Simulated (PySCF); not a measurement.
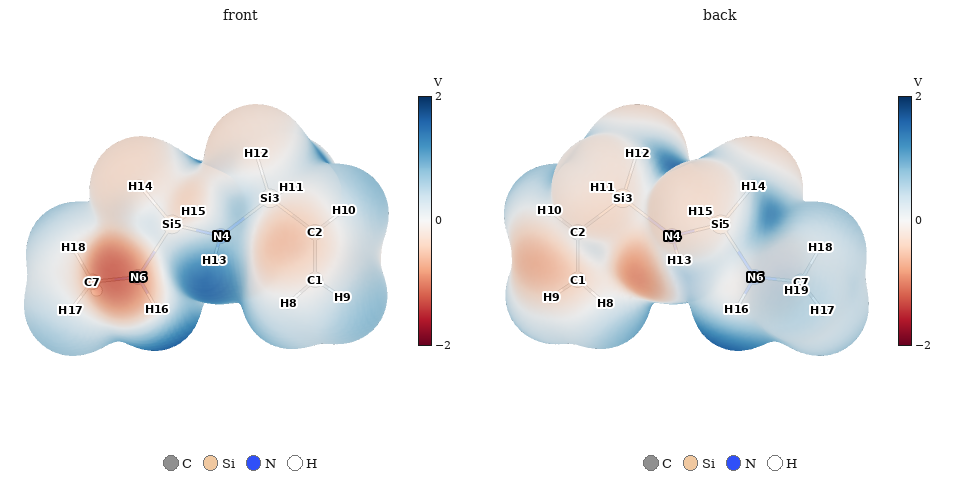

C₃H₁₂N₂Si₂. The electrostatic potential painted on the density surface at 0.002 e/bohr³, seen from the front and from behind; the colour scale runs from red (negative) to blue (positive).

Geometry: GFN2-xTB.

Theory: PBE0/pcSseg-1, SCF density, gas phase, non-relativistic (PySCF).

```yaml
atoms:
  - { symbol: C, position_ang: [-3.3523, -0.5943, -0.9063] }
  - { symbol: C, position_ang: [-3.2563, 0.5474, -0.2448] }
  - { symbol: Si, position_ang: [-1.7077, 1.2103, 0.5970] }
  - { symbol: N, position_ang: [-0.3552, 0.3160, 0.0102] }
  - { symbol: Si, position_ang: [1.2742, 0.4283, 0.5760] }
  - { symbol: N, position_ang: [2.1025, -0.7771, -0.3266] }
  - { symbol: C, position_ang: [3.5245, -0.9765, -0.2054] }
  - { symbol: H, position_ang: [-2.5057, -1.2528, -1.0209] }
  - { symbol: H, position_ang: [-4.2721, -0.9328, -1.3608] }
  - { symbol: H, position_ang: [-4.1446, 1.1614, -0.1562] }
  - { symbol: H, position_ang: [-1.7712, 1.0036, 2.0461] }
  - { symbol: H, position_ang: [-1.5894, 2.6503, 0.3131] }
  - { symbol: H, position_ang: [-0.4457, -0.0245, -0.9338] }
  - { symbol: H, position_ang: [1.9404, 1.6935, 0.2451] }
  - { symbol: H, position_ang: [1.2129, 0.2625, 2.0339] }
  - { symbol: H, position_ang: [1.6212, -1.6518, -0.4782] }
  - { symbol: H, position_ang: [3.9125, -1.4793, -1.0936] }
  - { symbol: H, position_ang: [4.0049, -0.0049, -0.1179] }
  - { symbol: H, position_ang: [3.7972, -1.5701, 0.6748] }
```

Which sites attract a positive test charge, and which a negative one?

Answer. A positive charge is drawn to the negative regions and a negative charge to the positive ones. The most negative region (about −1.1 V, or −25 kcal/mol for a unit charge) lies over N6, the most positive (about +1.5 V, or +35 kcal/mol for a unit charge) over Si3, Si5, H13 and H16. N6 is the likeliest acceptor of a hydrogen bond.
